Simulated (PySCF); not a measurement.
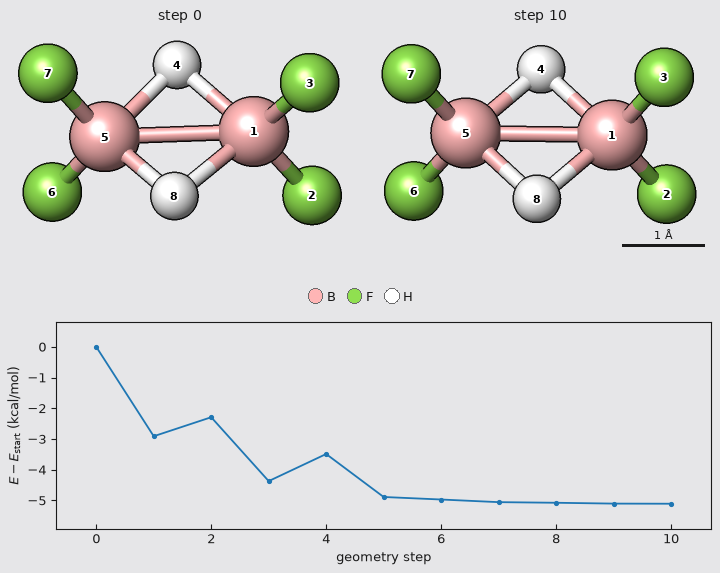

First and last geometry of a relaxation of B$_{2}$H$_{2}$F$_{4}$, with the history of the run. The picture is a ball-and-stick view, seen from a free direction.

The start comes from GFN1-xTB. Its atoms were then displaced at random by about 0.03 Å.

These are results of PBE0-D3(BJ)/def2-SVP geometry optimisation, gas phase in PySCF 2.14.0, density-fitted response routines, not measurements. 

What do the curves and the structures tell?

Answer. It converged. The atom that moves furthest after the best rigid fit is F3 (0.098 Å). By element the largest moves are F 0.098 Å, B 0.089 Å, H 0.074 Å. Some distances before and after: B1–H8 1.440 → 1.361 Å, B5–H8 1.313 → 1.361 Å, B1–F3 1.371 → 1.329 Å, B5–F6 1.291 → 1.329 Å. Bond angles that change, for instance: F2–B1–H4 118.3° → 109.1°, F3–B1–H8 102.8° → 109.0°, F2–B1–F3 115.4° → 120.7°. Over 10 geometry steps the energy falls by 5.11 kcal/mol. Cost: 75 s on 1 thread of Intel(R) Xeon(R) Processor @ 2.50GHz (shared host).
